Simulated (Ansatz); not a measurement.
**CH$_{5}$FN$_{2}$OW: molecular dynamics (part 2 of 2)**

CH$_{5}$FN$_{2}$OW, SMILES C[N]=[W]([NH2])(=[O])[F]; RKS PBE/def2-SVP (Ansatz 0.2.0). The geometry comes from this level: PBE0-D4/def2-TZVP.

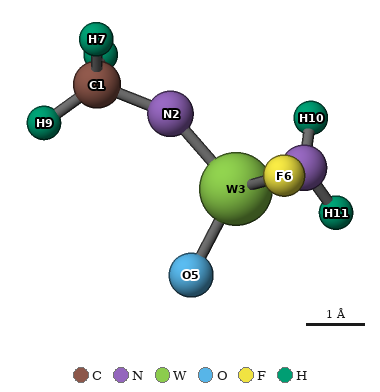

The geometry at step 20 of the log (ball-and-stick view, seen at an oblique angle; atoms are numbered from 1 in the order of the input).

### Trajectory as extended XYZ, continued
```
11
Properties=species:S:1:pos:R:3:forces:R:3 step=10 time_fs=20.0 energy=-10677.19960 temperature=307.6
C     0.7740   -1.3921   -1.4241   -0.8850   2.3248  -0.3265
N     0.7027   -0.3675   -0.4116   -1.9242   2.0713   1.8273
W    -0.1633    1.1340    0.2850    1.0800  -1.7087  -3.0039
N    -0.8933    0.5043    1.9702    0.6473  -2.9394   1.5649
O    -1.4411    1.7574   -0.7861    1.4671  -0.8807   1.4166
F     1.2658    2.3874    0.4386   -0.4281  -0.0471   0.1299
H     1.7797   -1.3627   -1.8563    0.3867  -0.4485  -0.3081
H     0.4337   -2.3691   -1.1155    0.1290  -1.0058   0.7142
H     0.0142   -1.0769   -2.1731    0.2713  -0.2759  -0.5874
H    -0.6417   -0.4928    2.4327   -0.6555   2.8072  -1.3180
H    -1.6340    0.9330    2.5362   -0.0886   0.1027  -0.1090
11
Properties=species:S:1:pos:R:3:forces:R:3 step=12 time_fs=24.0 energy=-10677.22691 temperature=333.7
C     0.7721   -1.3760   -1.4005   -0.2990   0.4979  -0.4219
N     0.6833   -0.3427   -0.4038   -1.2685   1.1254   1.5418
W    -0.1617    1.1336    0.2805    0.2138  -1.2717  -1.3788
N    -0.9063    0.4644    2.0170   -1.3912   4.7139  -2.2582
O    -1.4450    1.7582   -0.7897    1.6111  -0.9639   1.4464
F     1.2776    2.3852    0.4331   -0.5922  -0.1753   0.0781
H     1.7657   -1.3971   -1.9046    0.1288  -0.1036   0.3667
H     0.4647   -2.4428   -1.1341    0.2401   0.9996   0.2863
H     0.0895   -0.9861   -2.1635   -0.4400  -0.5467  -0.8527
H    -0.6727   -0.3623    2.4122    1.0802  -3.8218   1.8160
H    -1.6688    0.9460    2.5581    0.7170  -0.4538  -0.6236
11
Properties=species:S:1:pos:R:3:forces:R:3 step=13 time_fs=26.0 energy=-10677.36887 temperature=387.7
C     0.7693   -1.3643   -1.3897   -0.2339   0.7110  -1.5498
N     0.6678   -0.3247   -0.3930   -0.7752   0.1341   0.7485
W    -0.1608    1.1329    0.2777   -0.1521  -0.7518  -0.3392
N    -0.9174    0.4566    2.0359    1.6965   0.6286  -2.7135
O    -1.4411    1.7552   -0.7862    1.4428  -0.8910   1.2337
F     1.2817    2.3836    0.4306   -0.6223  -0.1991   0.0584
H     1.7775   -1.4243   -1.9185   -0.3811   0.1710   0.8273
H     0.4934   -2.4431   -1.1223    0.0214   1.1593   0.2606
H     0.0989   -0.9655   -2.2165    0.1596  -0.9630   0.1970
H    -0.6543   -0.4144    2.4581    0.2015  -0.7790   0.3884
H    -1.6370    0.9221    2.5264   -1.3573   0.7799   0.8885
11
Properties=species:S:1:pos:R:3:forces:R:3 step=15 time_fs=30.0 energy=-10677.38786 temperature=437.9
C     0.7616   -1.3317   -1.3839   -0.0853   1.7220  -1.0344
N     0.6318   -0.2904   -0.3677    0.3377  -1.9340  -1.1939
W    -0.1591    1.1312    0.2721   -0.6807   0.6047   2.0646
N    -0.9237    0.4390    2.0551    0.3224  -0.2323  -0.2295
O    -1.4237    1.7430   -0.7712    0.5841  -0.4912   0.3736
F     1.2863    2.3793    0.4259   -0.5556  -0.1524   0.0330
H     1.7626   -1.4504   -1.8508    0.4575   0.4813   0.4844
H     0.5384   -2.3418   -1.0616   -0.6487  -0.6239   0.6352
H     0.1418   -1.0340   -2.2792   -0.0990  -0.4620   0.4713
H    -0.6332   -0.4909    2.5390   -0.7456   2.0082  -0.9792
H    -1.7135    0.9492    2.5576    1.1133  -0.9204  -0.6252
11
Properties=species:S:1:pos:R:3:forces:R:3 step=17 time_fs=34.0 energy=-10677.40173 temperature=445.1
C     0.7533   -1.2817   -1.3882    0.4979  -0.9854   1.5787
N     0.5988   -0.2764   -0.3550    0.8719  -2.6432  -2.3940
W    -0.1580    1.1301    0.2682   -0.5452   1.4252   4.2208
N    -0.9246    0.4240    2.0645    0.3851   3.2343  -3.4906
O    -1.4008    1.7260   -0.7526   -0.6504   0.0874  -0.7394
F     1.2864    2.3736    0.4214   -0.4047  -0.0607   0.0093
H     1.8075   -1.4086   -1.7071    0.1975   0.3032   0.0823
H     0.5022   -2.2852   -0.9229   -0.0273   0.5103  -0.3435
H     0.1600   -1.1687   -2.2930   -0.6539   0.4070  -0.4484
H    -0.6848   -0.3831    2.5335    0.9049  -2.6872   1.2891
H    -1.6887    0.8847    2.5353   -0.5757   0.4092   0.2357
11
Properties=species:S:1:pos:R:3:forces:R:3 step=18 time_fs=36.0 energy=-10677.31073 temperature=397.7
C     0.7508   -1.2589   -1.3841    0.5559  -1.7474   0.8899
N     0.5857   -0.2802   -0.3580    0.7383  -2.0423  -2.2521
W    -0.1577    1.1299    0.2675   -0.1729   1.2604   4.7544
N    -0.9255    0.4301    2.0570    3.0429  -1.7743  -1.8298
O    -1.3909    1.7175   -0.7452   -1.2310   0.3864  -1.2367
F     1.2852    2.3706    0.4192   -0.2902   0.0172   0.0086
H     1.8548   -1.3683   -1.6287   -0.7312   0.1456  -0.0910
H     0.4742   -2.2424   -0.8605    0.2568   0.5358  -0.7296
H     0.1295   -1.2181   -2.3250    0.2130   0.4996   0.5119
H    -0.6680   -0.4610    2.5950   -0.2564   1.4142  -1.1771
H    -1.6722    0.8497    2.5168   -2.1250   1.3047   1.1516
11
Properties=species:S:1:pos:R:3:forces:R:3 step=20 time_fs=40.0 energy=-10677.17716 temperature=271.8
C     0.7511   -1.2304   -1.3699    0.4034  -1.7643  -0.4411
N     0.5644   -0.3011   -0.3805   -0.1749   0.9680  -0.2617
W    -0.1569    1.1302    0.2691    0.5944   0.1020   4.4094
N    -0.9094    0.4296    2.0335   -1.4210   1.3676   0.2557
O    -1.3809    1.7037   -0.7403   -1.8301   0.7423  -1.6647
F     1.2811    2.3647    0.4148   -0.0419   0.1947   0.0287
H     1.8586   -1.2802   -1.4954   -0.2023  -0.3894  -0.8245
H     0.4486   -2.1245   -0.8163    0.1426  -1.3006  -0.2706
H     0.1129   -1.2553   -2.3130    0.5921   0.6523   0.4873
H    -0.6727   -0.4246    2.5639    0.0962   0.1866  -0.4617
H    -1.7731    0.8690    2.5451    1.8417  -0.7593  -1.2568
11
Properties=species:S:1:pos:R:3:forces:R:3 step=22 time_fs=44.0 energy=-10677.24793 temperature=359.3
C     0.7568   -1.2265   -1.3582    0.6556  -3.1305   0.4188
N     0.5413   -0.3125   -0.4061   -0.6289   2.5554   1.6077
W    -0.1558    1.1307    0.2743    0.4095  -0.3063   2.6563
N    -0.9042    0.4459    2.0060    2.9948  -1.3948  -1.7088
O    -1.3879    1.6966   -0.7507   -1.3400   0.5994  -1.0933
F     1.2767    2.3604    0.4107    0.1620   0.3401   0.0690
H     1.8411   -1.2471   -1.4811    0.6499  -0.5307  -0.9035
H     0.4516   -2.1693   -0.8273    0.3819  -0.4681  -0.6481
H     0.1651   -1.1971   -2.2542   -0.5152   0.4065  -1.2980
H    -0.6413   -0.4291    2.5022   -0.0393   0.4835  -0.5221
H    -1.6814    0.8173    2.4334   -2.7304   1.4456   1.4219
11
Properties=species:S:1:pos:R:3:forces:R:3 step=23 time_fs=46.0 energy=-10677.43863 temperature=500.2
C     0.7624   -1.2382   -1.3509    0.6681  -3.1119  -0.8363
N     0.5271   -0.3080   -0.4132   -0.2024   1.6642   1.4327
W    -0.1550    1.1309    0.2779   -0.1021   0.1851   1.6022
N    -0.8953    0.4564    1.9840    1.0406  -2.0380   0.7678
O    -1.3967    1.6954   -0.7605   -0.8318   0.4053  -0.5921
F     1.2748    2.3592    0.4088    0.2460   0.4024   0.0961
H     1.8719   -1.2616   -1.5284   -0.3334  -0.3330  -0.4700
H     0.4711   -2.2369   -0.8626    0.3984   0.3966  -0.7900
H     0.1691   -1.1412   -2.2883    0.1414   0.0593  -0.1455
H    -0.6031   -0.4831    2.4858   -0.7767   2.2873  -1.2744
H    -1.7286    0.8456    2.4216   -0.2480   0.0828   0.2095
11
Properties=species:S:1:pos:R:3:forces:R:3 step=25 time_fs=50.0 energy=-10677.48115 temperature=566.9
C     0.7796   -1.2879   -1.3483    0.2692   0.0602  -2.4020
N     0.4987   -0.2896   -0.4177    1.1495  -1.6426  -0.0507
W    -0.1537    1.1314    0.2859   -1.2462   1.8290  -0.4772
N    -0.8758    0.4659    1.9483   -2.6296   3.5189  -0.1475
O    -1.4191    1.6953   -0.7830    0.2639  -0.0441   0.4917
F     1.2727    2.3593    0.4056    0.3295   0.4562   0.1454
H     1.8741   -1.3193   -1.6583   -0.5446   0.1607   0.3798
H     0.5468   -2.3197   -1.0128   -0.2810   0.0329   0.1223
H     0.2124   -1.0389   -2.3333    0.4899  -0.6758   0.9887
H    -0.6076   -0.3709    2.3354    0.6986  -2.9274   1.5114
H    -1.7690    0.8716    2.3824    1.5009  -0.7680  -0.5618
11
Properties=species:S:1:pos:R:3:forces:R:3 step=27 time_fs=54.0 energy=-10677.19389 temperature=318.8
C     0.8000   -1.3392   -1.3725   -0.2098   1.0802   0.3164
N     0.4822   -0.2878   -0.4219    1.7752  -3.2190  -0.7058
W    -0.1534    1.1335    0.2936   -1.4843   2.4600  -2.8226
N    -0.8717    0.4937    1.9150    1.7875  -3.2180   1.3866
O    -1.4394    1.6949   -0.8011    1.0624  -0.3064   1.3082
F     1.2733    2.3631    0.4035    0.3307   0.4561   0.1914
H     1.8209   -1.3562   -1.7418    1.2477   0.3237   0.4484
H     0.5840   -2.3975   -1.1509   -0.5380   0.0336   0.6333
H     0.3080   -1.0250   -2.2674   -1.1878  -0.1618  -1.4261
H    -0.5772   -0.4710    2.3013   -0.7749   1.8515  -0.5246
H    -1.6980    0.8312    2.3132   -2.0085   0.7002   1.1948
11
Properties=species:S:1:pos:R:3:forces:R:3 step=28 time_fs=56.0 energy=-10677.18724 temperature=311.1
C     0.8094   -1.3593   -1.3859   -0.1578   0.8564  -0.0294
N     0.4811   -0.2997   -0.4268    1.5793  -2.8822  -0.5617
W    -0.1537    1.1353    0.2967   -1.2029   2.0646  -3.9752
N    -0.8630    0.4983    1.9016   -2.1337  -1.7572   3.5352
O    -1.4462    1.6938   -0.8060    1.2840  -0.3576   1.5382
F     1.2746    2.3664    0.4031    0.2851   0.4263   0.2091
H     1.8524   -1.3564   -1.7582    0.4870   0.2203   0.6814
H     0.5704   -2.4454   -1.1848   -0.2461   0.8340   0.5375
H     0.3054   -1.0353   -2.2889   -0.8527  -0.2737  -0.9598
H    -0.5903   -0.4671    2.2745   -0.6533   1.5526  -0.3581
H    -1.7784    0.8529    2.3469    1.6111  -0.6834  -0.6173
11
Properties=species:S:1:pos:R:3:forces:R:3 step=30 time_fs=60.0 energy=-10677.31782 temperature=406.9
C     0.8262   -1.3898   -1.4174   -0.5714   1.9764  -1.4846
N     0.4905   -0.3451   -0.4402    0.4978  -0.6643   0.2982
W    -0.1550    1.1401    0.3002   -0.1977   0.0179  -5.3054
N    -0.8672    0.5015    1.9022   -1.3687   0.9293   1.4561
O    -1.4502    1.6888   -0.8042    1.4182  -0.3312   1.6986
F     1.2787    2.3756    0.4034    0.0810   0.2792   0.2085
H     1.9313   -1.3386   -1.7093   -0.8691  -0.1642   0.4877
H     0.5239   -2.4410   -1.1928    0.0907   0.3457   0.5154
H     0.2419   -1.1013   -2.3879    0.7477  -0.5603   1.0031
H    -0.6576   -0.3980    2.2234    0.5200  -2.1459   0.8963
H    -1.7337    0.8151    2.3307   -0.3486   0.3172   0.2261
```

This output came from the following input.

### The input
```yaml
crystal:
  periodic: [false, false, false]
  atoms:
    - {symbol: C, position_ang: [0.735553, -1.328683, -1.399578]}
    - {symbol: N, position_ang: [0.557077, -0.318960, -0.418475]}
    - {symbol: W, position_ang: [-0.145538, 1.121443, 0.273632]}
    - {symbol: N, position_ang: [-0.897587, 0.549047, 1.969227]}
    - {symbol: O, position_ang: [-1.400552, 1.717807, -0.722763]}
    - {symbol: F, position_ang: [1.194842, 2.422400, 0.486093]}
    - {symbol: H, position_ang: [1.754925, -1.296633, -1.797439]}
    - {symbol: H, position_ang: [0.586791, -2.316144, -0.949935]}
    - {symbol: H, position_ang: [0.030710, -1.218473, -2.230749]}
    - {symbol: H, position_ang: [-0.718697, -0.339518, 2.409015]}
    - {symbol: H, position_ang: [-1.697514, 1.007705, 2.380972]}
basis:
  gaussian: {orbitals: def2-SVP}
hamiltonian: {xc: {name: PBE}}
md: {timestep: 2 fs, n_steps: 30, ensemble: nvt_nose_hoover, temperature: 700, initial_velocities: maxwell_boltzmann, seed: 677}
```

Launch command:
```bash
ansatz run in.yaml --threads 4 --pin off --events-out ev --progress --plain --max-ram 11315MiB
```

### Key numbers

| quantity | value |
| --- | --- |
| outcome | finished |
| mean temperature over the second half | 401 K |
| trajectory | 30 steps, 60 fs |
| ensemble | nvt_nose_hoover |
| temperature in the input | 700 K |
| time step | 2 fs |
| potential energy (last step) | −10677.3179 eV |
| SCF solution under orbital rotations (last step) | stable |
| largest force (length of the vector) (last step) | 5.309 eV/Å |
| dipole moment (last step) | 3.93 D |
| hardware | 4 threads of Arm Neoverse V1, 23 GiB of memory available, shared host |
| wall time | 54 s (CPU time 3.4 min) |
| peak memory | 0.18 GiB |

### Remarks

So short a trajectory is not equilibrated. The temperature stays far from the 700 K of the thermostat over the second half: the run isn't equilibrated.
